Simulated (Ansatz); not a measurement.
Partial pair distribution functions of a relaxed model of amorphous Si$_{24}$O$_{49}$Ca, broadened by 0.06 Å; density 2.15 g/cm³. Computed with PBE, scalar-relativistic without spin-orbit coupling (plane waves to 420 eV, PAW; Ansatz, a program for electronic structure).

It comes from a melt-quench run on a machine-learned potential (CHGNet), relaxed afterwards by DFT. O atoms were pushed apart under 1.9 Å during the dynamics, to hinder bonds among them. The hot cell started wider than the set density and was brought back towards it in steps. It is the lowest in DFT energy of 2 quenches. It is a model cell: composition and starting density were chosen by hand, and all elements were melted together. No dispersion term was used. Its density started from a set value of 2.23 and ended at 2.15 g/cm³. The quench (nominally 480 K/ps over its main leg) was far faster than any real one, so the model tends to hold more defects than a real film. A cell of this size samples the disorder only roughly. Volume and shape were free in the relaxation.

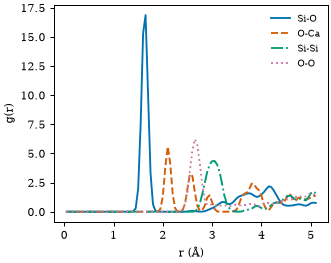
Fig. 1. Partial pair distribution functions

Highest peaks under 4.5 Å: Si-O near 1.65 Å, O-Ca near 2.10 Å, Si-Si near 3.05 Å, O-O near 2.65 Å; pairs of few atoms are noisy.

Within 1.90 Å each Si has 4.00 O neighbours on average.
